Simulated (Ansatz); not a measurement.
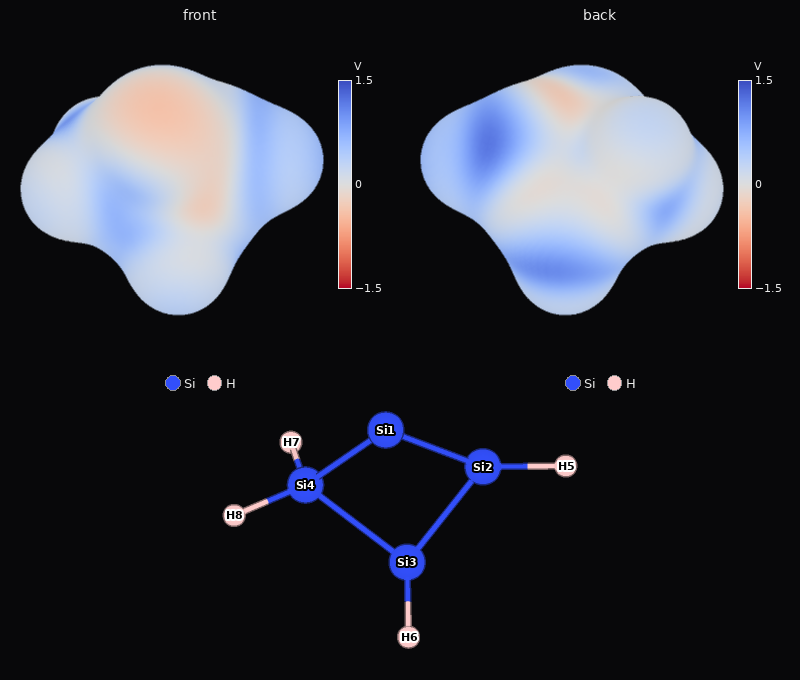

Figure 1: H₄Si₄. The molecular electrostatic potential painted on the density surface at 0.002 e/bohr³, seen from the front and from behind; the colour scale runs from red (negative) to blue (positive). The bare structure is drawn below in the same view.

Geometry: r2SCAN-D4/def2-SVP.

All numbers below come from isolated molecule in a Gaussian basis; Kohn-Sham density functional theory, functional PBE0 in Ansatz 0.2.0.

```xyz
8

Si   -1.8791    2.7948    1.0994
Si   -3.7336    1.7353    0.4559
Si   -2.3211    0.0156    0.3057
Si   -1.1481    0.7696    2.1227
H    -4.9254    2.0550   -0.3853
H    -1.6581   -0.4741   -0.9532
H    -1.7190    0.4212    3.4549
H     0.3335    0.5720    2.1274
```

### Describe the electrostatic potential map.

The most negative region (about −0.4 V, or −9 kcal/mol for a unit charge) lies over Si1, the most positive (about +1.1 V, or +25 kcal/mol for a unit charge) over Si2.

### How polar is the molecule by this calculation?

Its dipole moment is 0.97 D.
